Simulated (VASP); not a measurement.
**ZrSi2W: structure and properties in VASP**

Aim: relax ZrSi2W, then compute properties on the relaxed cell. The steps: rough relaxation of the start cell, relaxing cell and atoms (PBEsol + D3), density, ELF and potential (PBEsol + D3), bands along the symmetry lines (PBEsol + D3), total and projected DOS (PBEsol + D3), band structure (PBEsol + D3 + SOC), volume scan with PBEsol + D3, fit for PBEsol + D3 and band structure (PBEsol + D3), changed input. The cell is invented: it takes the structure of a Materials Project entry for ZrWC2 (space group 166 there), with some of its atoms replaced by other elements, volume scaled by an estimate. It may not be a known or stable phase.

Main program and level: VASP 6.6.1; PBEsol with D3; plane waves and PAW (W, Zr_sv, Si), in the first sound run; inputs show where later runs differ.

### Step 1. Starting point

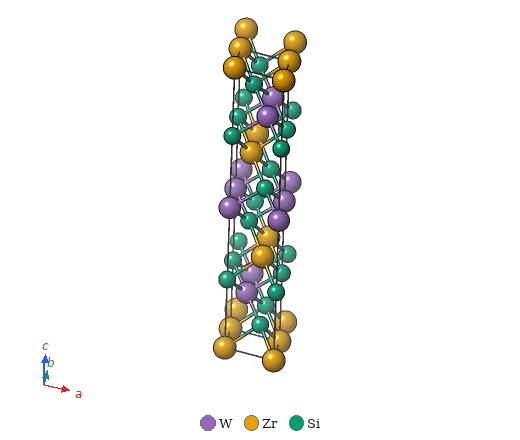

The cell as given, slightly off an axis (tungsten purple, zirconium orange, silicon teal). 1×2×1 cells are drawn. This picture shows the conventional cell, with its axes. Bonds to atoms that aren't drawn are left out. Some periodic images of atoms are drawn too.

### Step 2. Rough relaxation of the start cell

The start is only an estimate, so a cheap relaxation brings it near a minimum before any careful run. PBEsol restores the gradient expansion of exchange and is tuned for the cells of solids. A dispersion term adds the long-range attraction that semilocal functionals lack. D3 makes the C6 coefficients depend on coordination; zero damping switches the term off at short range.

Input file INCAR:

```
SYSTEM = ZrSi2W
PREC = Normal
ENCUT = 400
EDIFF = 1E-05
NELM = 60
ISMEAR = -1
SIGMA = 0.05
LREAL = .FALSE.
ALGO = Fast
GGA = PS
IVDW = 11
NBANDS = 19
LORBIT = 11
LWAVE = .FALSE.
LCHARG = .FALSE.
KPAR = 2
IBRION = 2
NSW = 40
ISIF = 3
EDIFFG = -0.04
```

Input file POSCAR:

```
ZrSi2W
1.0
    1.7064670000      0.9852290000      5.5992830000
   -1.7064670000      0.9852290000      5.5992830000
    0.0000000000     -1.9704590000      5.5992830000
W Zr Si
1 1 2
Direct
    0.5000000000      0.5000000000      0.5000000000
    0.0000000000      0.0000000000      0.0000000000
    0.2435780000      0.2435780000      0.2435780000
    0.7564220000      0.7564220000      0.7564220000
```

Input file KPOINTS:

```
Automatic mesh
0
Gamma
6 6 6
0 0 0
```

The projector-augmented-wave data sets are W, Zr_sv and Si (PBE family, release 64).

Started as:

```
mpirun -np 2 vasp_std
```

Log:

```text
[banner, memory and clock lines left out]
running    2 mpi-ranks, on    1 nodes
 distrk:  each k-point on    1 cores,    2 groups
 distr:  one band on    1 cores,    1 groups

 POSCAR found type information on POSCAR W ZrSi
 POSCAR found :  3 types and       4 ions
|                                                                             |
|               ----> ADVICE to this user running VASP <----                  |
|                                                                             |
|     You enforced a specific xc type in the INCAR file but a different       |
|     [... a line on the potential file left out ...]
|     I HOPE YOU KNOW WHAT YOU ARE DOING!                                     |
|                                                                             |

 LDA part: xc-table for (Slater+PW92), standard interpolation
 POSCAR, INCAR and KPOINTS ok, starting setup
 FFT: planning ... GRIDC
 FFT: planning ... GRID_SOFT
 FFT: planning ... GRID
 WAVECAR not read
 entering main loop
       N       E                     dE             d eps       ncg     rms          rms(c)
DAV:   1     0.124408177687E+03    0.12441E+03   -0.11265E+04  1216   0.106E+03
DAV:   2    -0.275688724745E+02   -0.15198E+03   -0.14812E+03  1461   0.291E+02
DAV:   3    -0.355566251425E+02   -0.79878E+01   -0.78133E+01  2130   0.542E+01
DAV:   4    -0.356904520162E+02   -0.13383E+00   -0.13326E+00  1596   0.653E+00
DAV:   5    -0.356937678550E+02   -0.33158E-02   -0.33145E-02  1852   0.919E-01    0.386E+01
RMM:   6    -0.338188781139E+02    0.18749E+01   -0.40594E+00  1235   0.110E+01    0.145E+01
RMM:   7    -0.337440670363E+02    0.74811E-01   -0.25570E+00  1375   0.836E+00    0.793E+00
RMM:   8    -0.337354833554E+02    0.85837E-02   -0.47826E-01  1470   0.428E+00    0.280E+00
RMM:   9    -0.337075762728E+02    0.27907E-01   -0.23302E-01  1288   0.346E+00    0.303E+00
RMM:  10    -0.337062956508E+02    0.12806E-02   -0.42843E-02  1530   0.134E+00    0.115E+00
RMM:  11    -0.337046475036E+02    0.16481E-02   -0.38984E-02  1414   0.104E+00    0.418E-01
RMM:  12    -0.337036732627E+02    0.97424E-03   -0.81126E-03  1416   0.725E-01    0.156E-01
RMM:  13    -0.337040271701E+02   -0.35391E-03   -0.40118E-03  1725   0.275E-01    0.138E-01
RMM:  14    -0.337041604323E+02   -0.13326E-03   -0.10155E-03  1654   0.125E-01    0.182E-01
RMM:  15    -0.337041554797E+02    0.49525E-05   -0.26182E-04  1520   0.705E-02    0.104E-01
RMM:  16    -0.337041501299E+02    0.53498E-05   -0.99993E-05  1347   0.450E-02
   1 F= -.35075368E+02 E0= -.35068961E+02  d E =-.350754E+02
 curvature:   0.00 expect dE= 0.000E+00 dE for cont linesearch  0.000E+00
 trial: gam= 0.00000 g(F)=  0.276E-01 g(S)=  0.708E+01 ort = 0.000E+00 (trialstep = 0.100E+01)
 search vector abs. value=  0.710E+01
 bond charge predicted
       N       E                     dE             d eps       ncg     rms          rms(c)
DAV:   1    -0.680297196241E+02   -0.34326E+02   -0.83541E+02  1280   0.215E+02    0.118E+02
RMM:   2    -0.742641158265E+02   -0.62344E+01   -0.10537E+02  1319   0.703E+01    0.651E+01
RMM:   3    -0.384350443564E+02    0.35829E+02   -0.70025E+01  1458   0.330E+01    0.423E+01
RMM:   4    -0.345727412930E+02    0.38623E+01   -0.91587E+00  1465   0.144E+01    0.323E+01
RMM:   5    -0.326620692772E+02    0.19107E+01   -0.58433E+00  1459   0.960E+00    0.205E+01
RMM:   6    -0.327533245611E+02   -0.91255E-01   -0.17184E+00  1551   0.640E+00    0.122E+01
RMM:   7    -0.328050327936E+02   -0.51708E-01   -0.12586E+00  1552   0.474E+00    0.204E+00
RMM:   8    -0.328703477501E+02   -0.65315E-01   -0.14357E+00  1647   0.415E+00    0.239E+00
RMM:   9    -0.329527111984E+02   -0.82363E-01   -0.40071E-01  1765   0.205E+00    0.314E+00
RMM:  10    -0.329097076437E+02    0.43004E-01   -0.94008E-02  1769   0.105E+00    0.308E+00
RMM:  11    -0.327732883401E+02    0.13642E+00   -0.12730E-01  1570   0.136E+00    0.148E+00
RMM:  12    -0.327373859338E+02    0.35902E-01   -0.10089E-01  1575   0.107E+00    0.769E-01
RMM:  13    -0.327399538648E+02   -0.25679E-02   -0.13671E-02  1756   0.458E-01    0.760E-01
RMM:  14    -0.327363437447E+02    0.36101E-02   -0.71438E-03  1784   0.341E-01    0.550E-01
RMM:  15    -0.327324749221E+02    0.38688E-02   -0.11966E-02  1676   0.461E-01    0.132E-01
RMM:  16    -0.327325742616E+02   -0.99339E-04   -0.27362E-03  1793   0.222E-01    0.910E-02
RMM:  17    -0.327324399872E+02    0.13427E-03    0.56280E-04  1715   0.109E-01    0.547E-02
RMM:  18    -0.327323647851E+02    0.75202E-04    0.32693E-04  1579   0.735E-02    0.589E-02
RMM:  19    -0.327320436681E+02    0.32112E-03    0.14812E-03  1552   0.769E-02    0.257E-02
RMM:  20    -0.327319052904E+02    0.13838E-03    0.60489E-04  1371   0.532E-02    0.223E-02
RMM:  21    -0.327316198118E+02    0.28548E-03    0.20707E-03  1025   0.401E-02    0.133E-02
RMM:  22    -0.327314616782E+02    0.15813E-03    0.75878E-04  1094   0.382E-02    0.300E-03
RMM:  23    -0.327311217074E+02    0.33997E-03    0.25620E-03   921   0.324E-02    0.276E-03
RMM:  24    -0.327309475830E+02    0.17412E-03    0.84172E-04   800   0.281E-02    0.279E-03
RMM:  25    -0.327305510209E+02    0.39656E-03    0.30153E-03   701   0.263E-02    0.321E-03
RMM:  26    -0.327303661288E+02    0.18489E-03    0.82890E-04   649   0.252E-02    0.332E-03
RMM:  27    -0.327299258569E+02    0.44027E-03    0.33363E-03   588   0.244E-02    0.271E-03
RMM:  28    -0.327297437686E+02    0.18209E-03    0.68191E-04   567   0.246E-02    0.287E-03
RMM:  29    -0.327292829456E+02    0.46082E-03    0.34362E-03   547   0.243E-02    0.290E-03
RMM:  30    -0.327291236488E+02    0.15930E-03    0.34556E-04   544   0.244E-02    0.293E-03
[...]
RMM:  49    -0.327269369081E+02    0.11170E-03   -0.37748E-04   451   0.264E-02    0.413E-03
RMM:  50    -0.327270212346E+02   -0.84326E-04   -0.23882E-03   490   0.266E-02    0.422E-03
RMM:  51    -0.327269199370E+02    0.10130E-03   -0.48694E-04   467   0.264E-02    0.415E-03
RMM:  52    -0.327270002489E+02   -0.80312E-04   -0.23498E-03   524   0.266E-02    0.382E-03
RMM:  53    -0.327269071134E+02    0.93136E-04   -0.57387E-04   470   0.265E-02    0.385E-03
RMM:  54    -0.327269847529E+02   -0.77640E-04   -0.23238E-03   479   0.262E-02    0.393E-03
RMM:  55    -0.327268977845E+02    0.86968E-04   -0.63805E-04   427   0.259E-02    0.384E-03
RMM:  56    -0.327269720541E+02   -0.74270E-04   -0.22919E-03   462   0.263E-02    0.389E-03
RMM:  57    -0.327268909810E+02    0.81073E-04   -0.70122E-04   488   0.263E-02    0.389E-03
RMM:  58    -0.327269620823E+02   -0.71101E-04   -0.22594E-03   443   0.259E-02    0.388E-03
RMM:  59    -0.327268854843E+02    0.76598E-04   -0.74859E-04   464   0.264E-02    0.386E-03
RMM:  60    -0.327269542076E+02   -0.68723E-04   -0.22361E-03   441   0.260E-02
|                                                                             |
|           W    W    AA    RRRRR   N    N  II  N    N   GGGG   !!!           |
|           W    W   A  A   R    R  NN   N  II  NN   N  G    G  !!!           |
|           W    W  A    A  R    R  N N  N  II  N N  N  G       !!!           |
|           W WW W  AAAAAA  RRRRR   N  N N  II  N  N N  G  GGG   !            |
|           WW  WW  A    A  R   R   N   NN  II  N   NN  G    G                |
|           W    W  A    A  R    R  N    N  II  N    N   GGGG   !!!           |
|                                                                             |
|     The electronic self-consistency was not achieved in the given           |
|     number of steps (NELM). The forces and other quantities evaluated       |
|     might not be reliable so examine the results carefully. If you find     |
|     spurious results, we suggest increasing NELM, if you were close to      |
|     convergence or switching to a different ALGO or adjusting the           |
|     density mixing parameters otherwise.                                    |
|                                                                             |

   2 F= -.33658558E+02 E0= -.33650541E+02  d E =0.141681E+01
[...]
WARNING in EDDRMM: call to ZHEGV failed, returncode =   8  4     12
[... from here on, the cycles between the ionic steps are left out ...]
   3 F= -.36169559E+02 E0= -.36162762E+02  d E =-.109419E+01
   4 F= -.36180493E+02 E0= -.36173747E+02  d E =-.110513E+01
   5 F= -.36180791E+02 E0= -.36174056E+02  d E =-.110542E+01
[...]
WARNING in EDDRMM: call to ZHEGV failed, returncode =   8  4      7
   6 F= -.36191362E+02 E0= -.36184377E+02  d E =-.105714E-01
 trial-energy change:   -0.010571  1 .order   -0.010599   -0.015173   -0.006024
 step:   1.4383(harm=  1.4383)  dis= 0.02785  next Energy=   -36.193373 (dE=-0.126E-01)
 bond charge predicted
       N       E                     dE             d eps       ncg     rms          rms(c)
DAV:   1    -0.350561267564E+02   -0.48133E-02   -0.12142E-01  1338   0.230E+00    0.386E-01
RMM:   2    -0.350555557545E+02    0.57100E-03   -0.56595E-03  1291   0.513E-01    0.323E-01
RMM:   3    -0.350550788421E+02    0.47691E-03   -0.89485E-04  1358   0.238E-01    0.136E-01
RMM:   4    -0.350550358172E+02    0.43025E-04   -0.50537E-04  1469   0.149E-01    0.531E-02
RMM:   5    -0.350550513248E+02   -0.15508E-04   -0.16120E-04  1458   0.684E-02    0.181E-02
RMM:   6    -0.350550546678E+02   -0.33430E-05   -0.47332E-05  1113   0.324E-02
   7 F= -.36193443E+02 E0= -.36186357E+02  d E =-.126523E-01
 curvature:  -0.72 expect dE=-0.260E-03 dE for cont linesearch -0.369E-05
 trial: gam= 0.00368 g(F)=  0.160E-04 g(S)=  0.345E-03 ort = 0.300E-03 (trialstep = 0.981E+00)
 search vector abs. value=  0.363E-03
 reached required accuracy - stopping structural energy minimisation
```

The job ended after 3.9 min (2 MPI ranks of AMD EPYC 7R43, shared host; peak memory 0.32 GiB; 7.8 min of CPU time).

Lines that name or quote the potential files are left out of all logs, and their timing lines are given in words.

Parts of OUTCAR (step 2):

```text
ion  position               nearest neighbor table
   1  0.500  0.500  0.500-   3 2.36   3 2.36   4 2.36   4 2.36   3 2.36   4 2.36   2 3.42   2 3.42
                             2 3.42   2 3.42   2 3.42   2 3.42
   2  0.000  0.000  0.000-   4 2.48   4 2.48   3 2.48   3 2.48   4 2.48   3 2.48   1 3.42   1 3.42
                             1 3.42   1 3.42   1 3.42   1 3.42
   3  0.244  0.244  0.244-   1 2.36   1 2.36   1 2.36   2 2.48   2 2.48   2 2.48
   4  0.756  0.756  0.756-   1 2.36   1 2.36   1 2.36   2 2.48   2 2.48   2 2.48

  LATTYP: Found a trigonal (rhomboedric) cell.
 ALAT       =     5.9358803828
 COS(alpha) =     0.8347065725

 Subroutine GETGRP returns: Found 12 space group operations
 (whereof 12 operations were pure point group operations)

The static configuration has the point symmetry D_3d.

 Found     32 irreducible k-points:

   k-points           NKPTS =     32   k-points in BZ     NKDIM =     32   number of bands    NBANDS=     19

   dimension x,y,z NGX =    30 NGY =   30 NGZ =   30
   dimension x,y,z NGXF=    60 NGYF=   60 NGZF=   60

   ENCUT  =  400.0 eV  29.40 Ry    5.42 a.u.   9.68  9.68  9.68*2*pi/ulx,y,z

   NELECT =      26.0000    total number of electrons

 k-points in reciprocal lattice and weights: Automatic mesh
   0.00000000  0.00000000  0.00000000       0.005
   0.16666667 -0.00000000  0.00000000       0.028
   0.33333333 -0.00000000  0.00000000       0.028
   0.50000000  0.00000000  0.00000000       0.014
   0.16666667  0.16666667  0.00000000       0.028
   0.33333333  0.16666667  0.00000000       0.056
   0.50000000  0.16666667 -0.00000000       0.056
  -0.33333333  0.16666667 -0.00000000       0.056
  -0.16666667  0.16666667  0.00000000       0.028
[...]
-0.33333333  0.50000000  0.33333333       0.028
   0.50000000  0.50000000  0.50000000       0.005

 Edisp (eV)   -1.14004

 average (electrostatic) potential at core
       1 -36.4995       2 -74.4147       3 -79.6008       4 -79.6008

 E-fermi :   9.0666

 k-point     1 :       0.0000    0.0000    0.0000
  band No.  band energies     occupation
    ...
     10       7.6105      2.00000
     11       7.6105      2.00000
     12       7.9019      2.00000
     13       8.8138      1.98733
     14       8.8138      1.98733
     15      11.0567      0.00000
     16      11.0567      0.00000
     17      11.5163      0.00000
     18      11.5163      0.00000
     19      11.7152      0.00000

 k-point     2 :       0.1667   -0.0000    0.0000
  band No.  band energies     occupation
    ...
     10       6.8267      2.00000
     11       7.3837      2.00000
     12       7.4882      2.00000
     13       8.1672      2.00000
     14       8.9942      1.61936
     15      10.5617      0.00000
     16      10.6981      0.00000
     17      11.3942      0.00000
     18      11.6914      0.00000
     19      12.4614      0.00000

 k-point     3 :       0.3333   -0.0000    0.0000
  band No.  band energies     occupation
    ...
      9       5.2232      2.00000
     10       6.1354      2.00000
     11       6.3836      2.00000
     12       7.1208      2.00000
     13       8.6081      1.99979
     14       9.3813      0.00369
     15       9.5617      0.00010
     16      11.1042      0.00000
     17      11.2555      0.00000
     18      12.3096      0.00000
    ...

 Edisp (eV)   -1.13839

  Total       0.07368     0.07368    -0.13312     0.00000     0.00000     0.00000
  in kB       1.76524     1.76524    -3.18930     0.00000     0.00000     0.00000
  external pressure =        0.11 kB  Pullay stress =        0.00 kB

  energy-cutoff  :      400.00
  volume of cell :       66.88
      direct lattice vectors                 reciprocal lattice vectors
     1.812742971  1.046587452  5.874978145     0.275825094  0.159247665  0.056737810
    -1.812742971  1.046587452  5.874978145    -0.275825094  0.159247665  0.056737810
    -0.000000000 -2.093176015  5.874978153     0.000000000 -0.318495329  0.056737780

 POSITION                                       TOTAL-FORCE (eV/Angst)
 -----------------------------------------------------------------------------------
     -0.00000     -0.00000      8.81247        -0.000000      0.000000     -0.000000
     -0.00000     -0.00000      0.00000        -0.000000      0.000000      0.000000
     -0.00000     -0.00000      4.27678        -0.000000     -0.000000      0.012889
     -0.00000     -0.00000     13.34816         0.000000      0.000000     -0.012889
 -----------------------------------------------------------------------------------
    total drift:                               -0.000000     -0.000000      0.000000

  FREE ENERGIE OF THE ION-ELECTRON SYSTEM (eV)
  ---------------------------------------------------
  free  energy   TOTEN  =       -36.1934431668 eV

  energy  without entropy=      -36.1792718203  energy(sigma->0) =      -36.18635749

 reached required accuracy - stopping structural energy minimisation

 total charge
# of ion       s       p       d       tot
------------------------------------------
    1        0.584   0.567   4.325   5.476
    2        2.153   5.980   1.784   9.918
    3        0.790   0.988   0.000   1.778
    4        0.790   0.988   0.000   1.778
--------------------------------------------------
tot          4.317   8.524   6.109  18.950

[... 3 further parts left out ...]
```

CONTCAR:

```
ZrSi2W
   1.00000000000000
     1.8127429709579335    1.0465874517285219    5.8749781447199902
    -1.8127429709579335    1.0465874517285219    5.8749781447199902
    -0.0000000000000000   -2.0931760151236252    5.8749781533291028
  W               Zr              Si
     1     1     2
Direct
     0.5000000000000000    0.5000000000000000    0.5000000000000000
     0.0000000000000000    0.0000000000000000    0.0000000000000000
     0.2426550129007303    0.2426550129007303    0.2426550129651249
     0.7573449870992696    0.7573449870992696    0.7573449870348752
```

The k-mesh is coarse for a metal. This relaxation is a rough one on cheap settings, only to bring the start near its minimum. The PAW data sets were made with PBE, which is usual practice but a small mismatch for other functionals. After so large a change of volume the plane waves of the start cell no longer fit, so the final stress carries a basis-set error. Dispersion corrections of this kind ignore metallic screening and tend to overbind metals. The data set W keeps the semicore shell frozen, which is cheaper and a little less accurate. The run keeps the 12 symmetry operations of its start, so it cannot find a distortion of lower symmetry.

The steps of the relaxation:

| step | energy less that of the first step (eV) | largest force (eV/Å) | pressure (GPa) | volume (Å³) |
| --- | --- | --- | --- | --- |
| 1 | 0.0000 | 0.5345 | 39.64 | 56.48 |
| 2 | 1.4168 | 0.9740 | -27.02 | 90.13 |
| 3 | -1.0942 | 0.4737 | -2.93 | 67.87 |
| 4 | -1.1051 | 0.4148 | -0.42 | 66.86 |
| 5 | -1.1054 | 0.4017 | 0.14 | 66.64 |
| 6 | -1.1160 | 0.1480 | 0.06 | 66.78 |
| 7 | -1.1181 | 0.0129 | 0.01 | 66.88 |

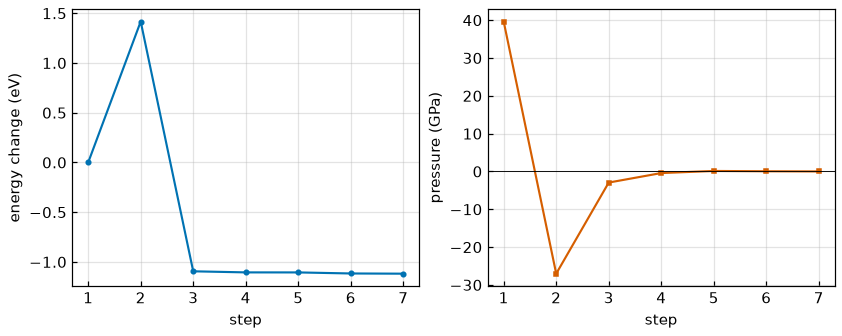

Energy and pressure along the relaxation.

| conventional cell, symmetrised | before | after | change |
| --- | --- | --- | --- |
| a (Å) | 3.413 | 3.625 | +6.2 % |
| b (Å) | 3.413 | 3.625 | +6.2 % |
| c (Å) | 16.798 | 17.625 | +4.9 % |
| volume (Å³/atom) | 14.12 | 16.72 | +18.4 % |

The atoms that moved most (Å, as changes of fractional coordinates times the final cell):

| atom | dx | dy | dz | length |
| --- | --- | --- | --- | --- |
| Si3 | 0.000 | 0.000 | -0.016 | 0.016 |
| Si4 | 0.000 | 0.000 | 0.016 | 0.016 |

Final coordinates:

```
W Zr Si
1.0
     1.81274    1.04659    5.87498
    -1.81274    1.04659    5.87498
     0.00000   -2.09318    5.87498
W Zr Si
1 1 2
Direct
  0.50000 0.50000 0.50000
  0.00000 0.00000 0.00000
  0.24266 0.24266 0.24266
  0.75734 0.75734 0.75734
```

This step gave:

```yaml
electrons: 26
bands: 19
irreducible_k_points: 32
symmetry_operations: 12
free_energy_toten: -36.19 eV
energy_at_zero_smearing: -36.19 eV
fermi_energy: 9.067 eV
pressure: 0.01137 GPa
metallic: yes
scf_cycles_over_all_ionic_steps: 119
```

It ends with a largest force of 0.013 eV/Å and a pressure of 0.01 GPa.

(Continued in part 2 of 6.)

[Lines on the potential files, build, host, timing and source positions are cut from VASP's logs without a mark.]

[Logs are printed without paths, hosts, clocks, repeated set-up lines and the standing remarks that a program may print on its own settings, such as how far it seeks lower states.]

[Hosts, paths, dates, database ids (printed as entryN), source tags and the programs' standing remarks are cut or masked in the printed files.]

[A measured line is paired with the nearest computed mode of its activity, which favours agreement.]

[In band tables of VASP the shares of atoms and orbitals are scaled to a sum of 1 inside the atoms' spheres.]
